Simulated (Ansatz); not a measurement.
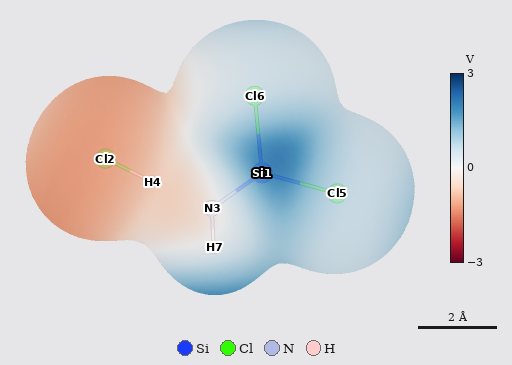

The picture shows: Cl$_{2}$HNSi···HCl. The electrostatic potential painted on the density surface at 0.001 e/bohr³, seen at a tilt; the colour scale runs from red (negative) to blue (positive).

The product side of a reaction path; geometry: PBE0-D4/def2-TZVP.

Computed with RKS PBE0-D4/def2-TZVPP (Ansatz).

```xyz
7

Si   -0.3029    0.6176    0.8666
Cl    0.6347   -2.4060   -1.6507
N     0.1795    0.3961   -0.6264
H     0.4409   -1.1492   -1.2242
Cl   -0.6918    2.3300    1.8437
Cl   -0.6047   -0.9531    2.0525
H     0.3444    1.1645   -1.2616
```

**Which sites attract a positive test charge, and which a negative one?**

A positive charge is drawn to the negative regions and a negative charge to the positive ones. The most negative region (about −1.3 V, or −30 kcal/mol for a unit charge) lies over Cl2, the most positive (about +2.0 V, or +46 kcal/mol for a unit charge) over Si1. Cl6 shows a σ-hole: about +0.8 V, or +18 kcal/mol for a unit charge at the tip opposite its bond, against about +0.2 V on its flanks.
